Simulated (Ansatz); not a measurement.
Bond-angle distributions (per cent of the angles at each element, bins of 10°) of a relaxed model of amorphous Si20B4O46 at 2.09 g/cm³. All values below come from PBE, scalar-relativistic without spin-orbit coupling (plane waves to 420 eV, PAW; Ansatz, a first-principles code).

It comes from a melt-quench run on a machine-learned potential (CHGNet), relaxed afterwards by DFT. O atoms were pushed apart under 1.9 Å during the dynamics, to hinder bonds among them. The hot cell started wider than the set density and was brought back towards it in steps. It is the lowest in DFT energy of 8 quenches. It is a model cell: composition and starting density were chosen by hand, and all elements were melted together. No dispersion term was used. Its density started from a set value of 2.16 and ended at 2.09 g/cm³. The simulated quench (nominally 110 K/ps over its main leg) is rapid and tends to freeze in more defects than a deposited or slowly cooled glass has. Values belong to this one cell and scatter from quench to quench. Volume and shape were free in the relaxation.

Bonds are counted up to Si-Si 2.60 Å, Si-B 2.28 Å, Si-O 1.88 Å, B-B 1.97 Å, B-O 1.80 Å, O-O 1.58 Å. Two cations that share two anions don't count as bonded, nor two that share one unless they lie closer than Si-Si 2.38 Å, Si-B 2.09 Å, B-B 1.80 Å.

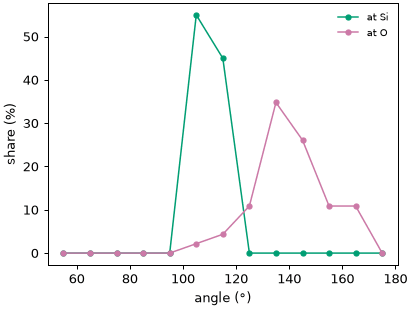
Bond-angle distributions

They go with these counts of neighbours within the cut-offs, cation contacts included: Si mean 4.0, most often 4; O mean 2.0, most often 2.
